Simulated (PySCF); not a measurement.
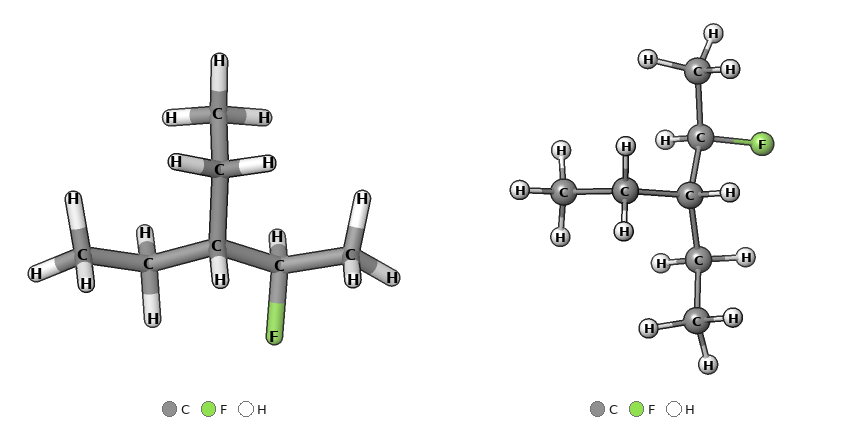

Both panels show the same species.

What does the picture show?

It has 23 atoms: 7 carbon, 15 hydrogen and 1 fluorine (C7H15F). As SMILES it reads `CCC(CC)[C@@H](C)F`. It has no ring. Among its groups: C–F bond. This geometry has C1 symmetry. Coordination: 7 C tetrahedral.

The parts below concern this one geometry. Atoms keep their numbers from picture to picture. The geometry was computed by an optimisation with PBE0-D3(BJ)/def2-SVP. No frequency run is at hand to confirm it as a minimum.

### NMR shielding

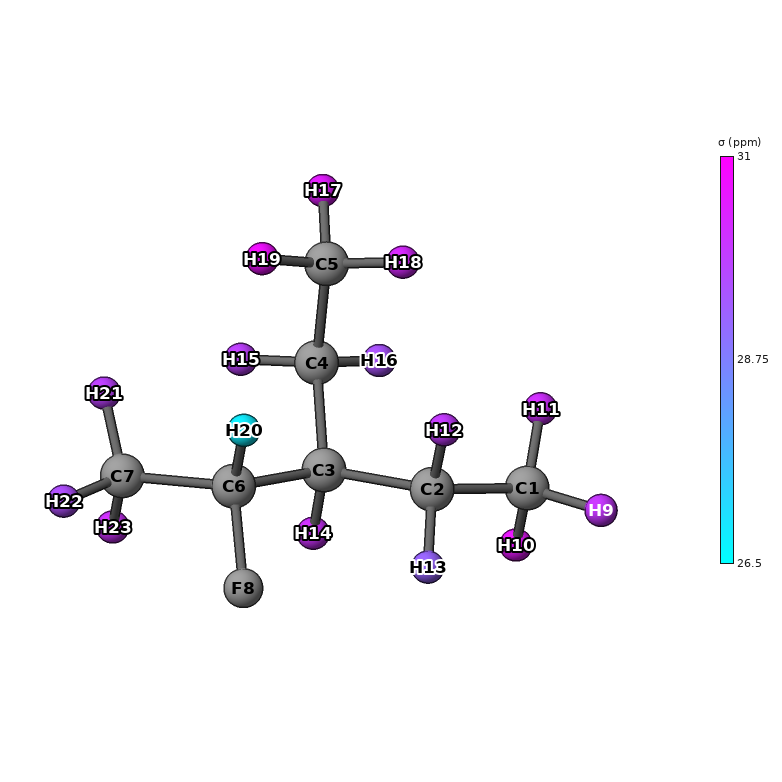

Atoms are coloured by their isotropic NMR shieldings (H only, the others grey). No frequency run is at hand to confirm it as a minimum. Level of theory: GIAO KT2/pcSseg-1 NMR shielding, non-relativistic, gas phase (PySCF 2.14.0).

Give the isotropic NMR shieldings of the H atoms atom by atom.

```json
{"atom": "H9", "σ (ppm)": "29.98"}
{"atom": "H10", "σ (ppm)": "30.59"}
{"atom": "H11", "σ (ppm)": "30.14"}
{"atom": "H12", "σ (ppm)": "29.96"}
{"atom": "H13", "σ (ppm)": "29.20"}
{"atom": "H14", "σ (ppm)": "30.11"}
{"atom": "H15", "σ (ppm)": "29.85"}
{"atom": "H16", "σ (ppm)": "29.51"}
{"atom": "H17", "σ (ppm)": "30.49"}
{"atom": "H18", "σ (ppm)": "30.27"}
{"atom": "H19", "σ (ppm)": "30.72"}
{"atom": "H20", "σ (ppm)": "26.83"}
{"atom": "H21", "σ (ppm)": "29.84"}
{"atom": "H22", "σ (ppm)": "29.60"}
{"atom": "H23", "σ (ppm)": "30.13"}
```

### Electronic properties

No frequency run is at hand to confirm it as a minimum. Level of theory: PBE0/pcSseg-1, gas phase (PySCF 2.14.0).

> Give the HOMO energy (Kohn–Sham orbital) at this level.

−8.59 eV.

> What is the HOMO–LUMO gap?

9.86 eV.

> Estimate the dipole moment.

1.80 D.

### Bond orders

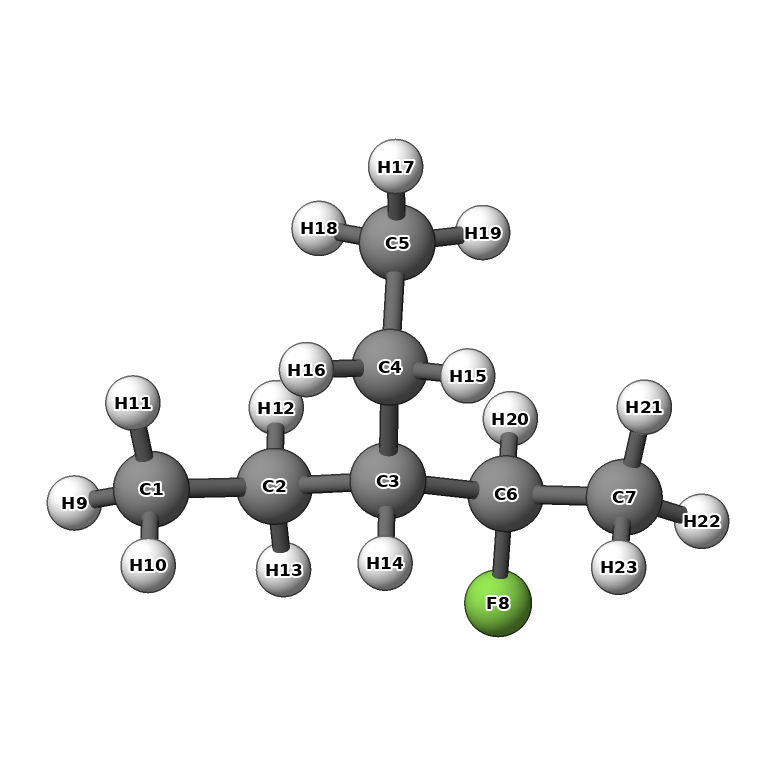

The thickness of each stick grows with its Mayer bond order. No frequency run is at hand to confirm it as a minimum. Method: PBE0/pcSseg-1 in acetonitrile (IEF-PCM) (PySCF 2.14.0).

List the Mayer bond orders of C1–C2, C2–C3, C3–C4, C3–C6, C4–C5, C6–C7, C6–F8 (bonds between heavy atoms, one of each equivalent set).

| bond | Mayer order | length (Å) |
| --- | --- | --- |
| C1–C2 | 1.07 | 1.520 |
| C2–C3 | 1.01 | 1.532 |
| C3–C4 | 1.03 | 1.534 |
| C3–C6 | 0.99 | 1.527 |
| C4–C5 | 1.04 | 1.523 |
| C6–C7 | 1.06 | 1.511 |
| C6–F8 | 0.82 | 1.389 |
